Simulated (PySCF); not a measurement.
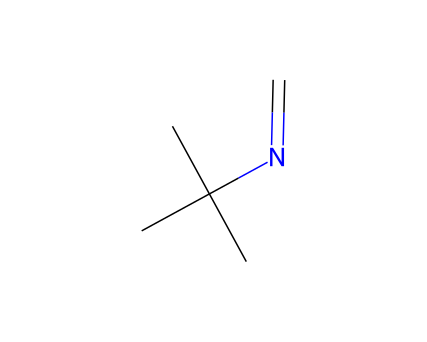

2D structure.

Transcribe the drawing into SMILES.

Answer. C=NC(C)(C)C

Give the formula, hydrogens included.

Answer. C5H11N.

The parts below concern this one geometry. Atoms keep their numbers from picture to picture. The computed structure is the end point of a GFN2-xTB optimisation. No frequency run is at hand to confirm it as a minimum.

Shape

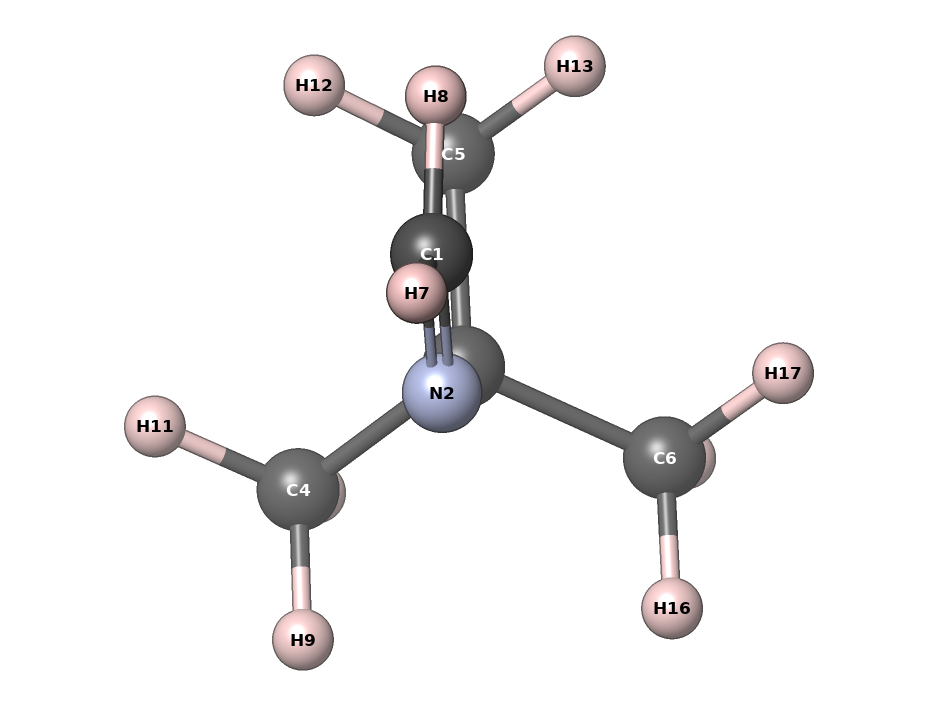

C3 lies behind N2. The molecule seen nearly along the N2–C3 bond, N2 in front. Atoms fade into the background with distance from the viewer. No frequency run is at hand to confirm it as a minimum.

What is the torsion angle C1–N2–C3–C4? The sign is positive where the front bond must turn clockwise to cover the back bond.

Answer. −128°, anticlinal.

Excitation

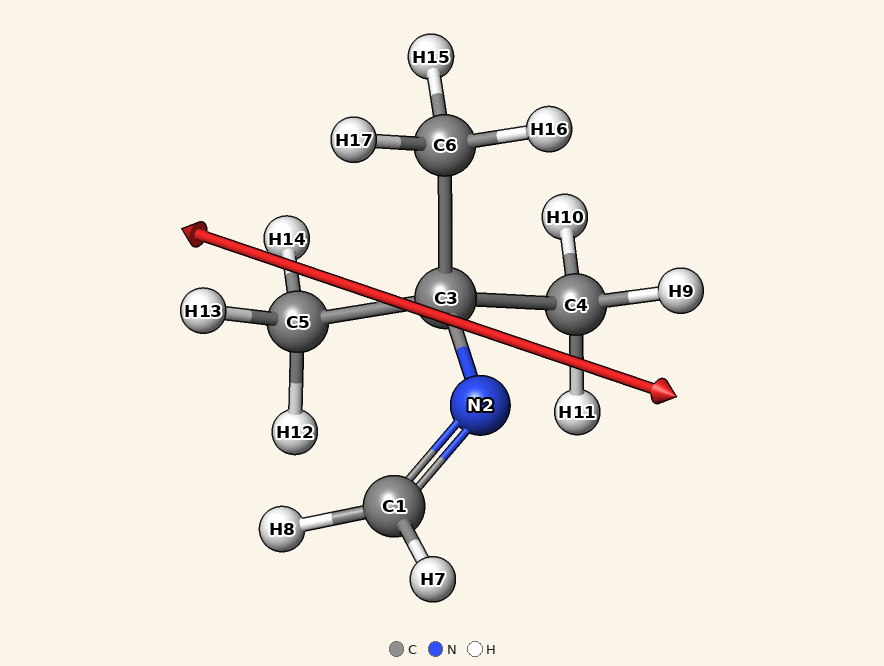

The double arrow shows the direction of the transition dipole to excited singlet state 3 (its length means nothing). No frequency run is at hand to confirm it as a minimum. Method: TDDFT PBE0/def2-SVPD, vertical, gas phase, core orbitals frozen in the response (PySCF 2.14.0).

Give its energy, strength and character.

Answer. 7.37 eV (168 nm), oscillator strength 0.023, mainly HOMO → LUMO+2 (weight 0.94); transition dipole 0.91 D.

NMR shielding

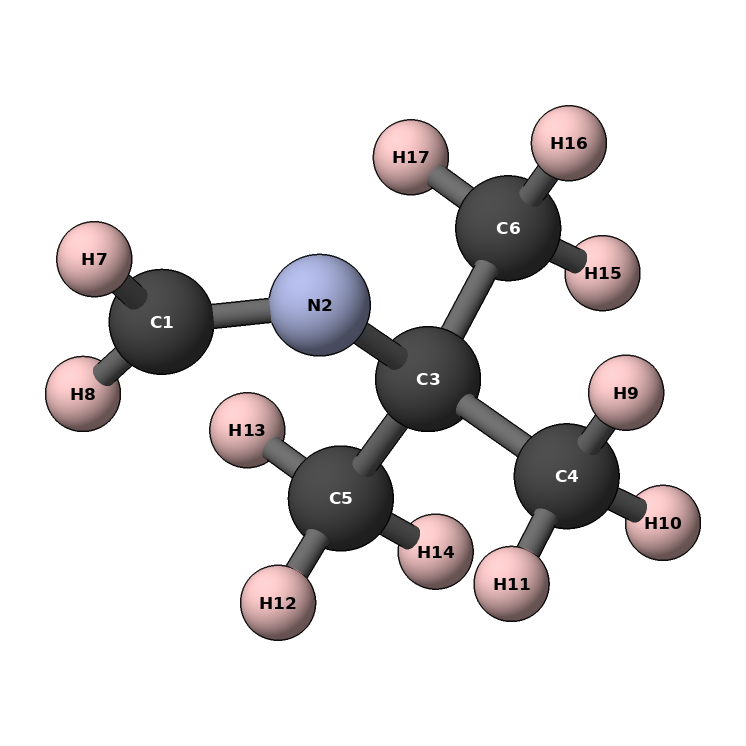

No frequency run is at hand to confirm it as a minimum. Level of theory: GIAO PBE0/pcSseg-1 NMR shielding, non-relativistic, gas phase (PySCF 2.14.0). Principal shieldings σ11 ≤ σ22 ≤ σ33, span Ω = σ33 − σ11, skew κ = 3(σiso − σ22)/Ω.

Give the shielding tensors of the N atoms.

| atom | σ11 | σ22 | σ33 | σiso | Ω | κ |
| --- | --- | --- | --- | --- | --- | --- |
| N2 | −540.4 | −211.8 | 246.6 | −168.5 | 787.1 | 0.16 |

Shieldings and span in ppm.

Polarisability

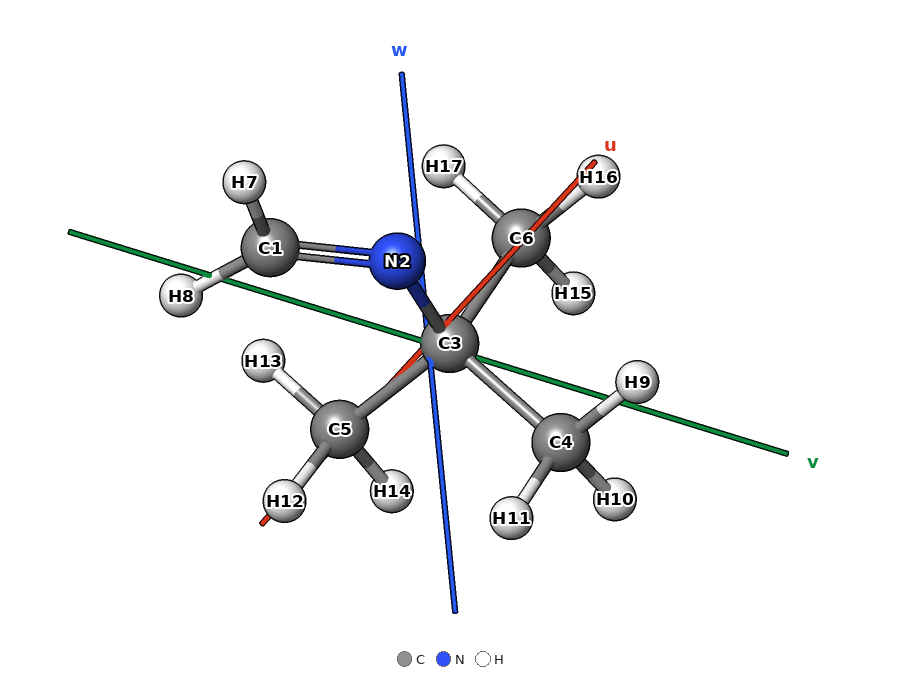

The lines u, v and w are the principal axes of the static dipole polarisability. No frequency run is at hand to confirm it as a minimum. Level of theory: PBE0/def2-SVPD (PySCF 2.14.0).

Along which axis is the molecule most polarisable, and along which least?

Answer. Most along v, least along w.

Give the three principal values.

Answer. u 66.2, v 80.9, w 62.8 bohr³; mean 70.0, anisotropy 16.6 bohr³.

Charges

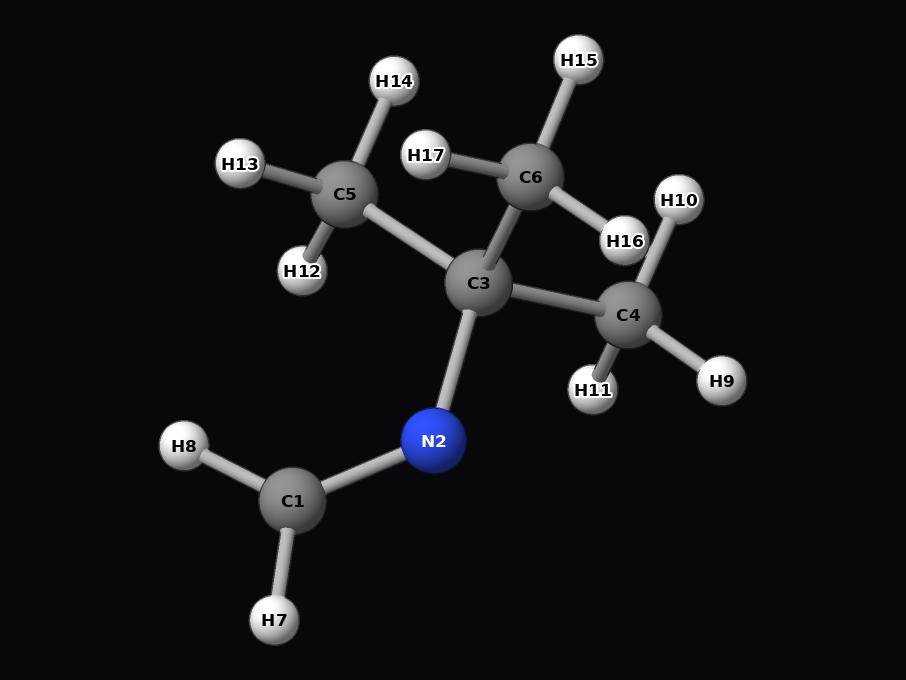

The questions are on Mulliken charges. No frequency run is at hand to confirm it as a minimum. Properties computed with PBE0/pcSseg-1, gas phase (PySCF 2.14.0).

List the Mulliken charges.

| atom | value (e) |
| --- | --- |
| C1 | 0.00 |
| N2 | −0.34 |
| C3 | −0.39 |
| C4 | −0.14 |
| C5 | −0.20 |
| C6 | −0.14 |
| H7 | 0.11 |
| H8 | 0.09 |
| H9 | 0.12 |
| H10 | 0.10 |
| H11 | 0.11 |
| H12 | 0.11 |
| H13 | 0.11 |
| H14 | 0.12 |
| H15 | 0.10 |
| H16 | 0.12 |
| H17 | 0.11 |

Mulliken values depend strongly on the basis set and can even reverse the polarity of a bond.
